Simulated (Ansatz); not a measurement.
ScH3Br2: space group P-3m1 (No. 164), a = 3.479 Å, b = 3.479 Å, c = 7.588 Å, α = 90.00°, β = 90.00°, γ = 120.00°. Source: the geometry relaxed with Ansatz 0.2.0, DFT PBE, scalar-relativistic, plane waves, PAW; the starting structure was generated, so it need not be a known form of this composition. Forms under 0.4 % of the area are left out.

**Estimate the growth shape by the BFDH rule (face distance proportional to 1/d, absences counted).**

The forms computed, by share of the surface:

```tsv
form	faces	d (Å)	share of area (%)
{001}	2	7.588	55.7
{100}	6	3.013	44.3
```

The crystal is plate-like. Widths along a, b and c stand as 1.00 : 1.00 : 0.34.

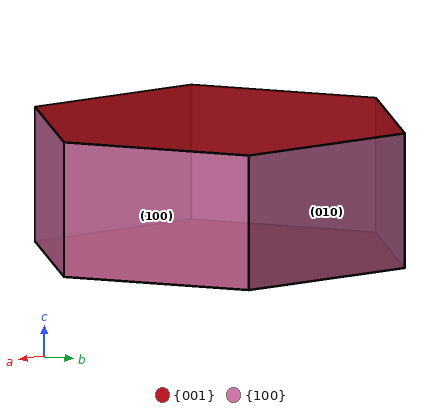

The computed shape, faces indexed. The rule is geometric and ignores bonding and growth conditions.
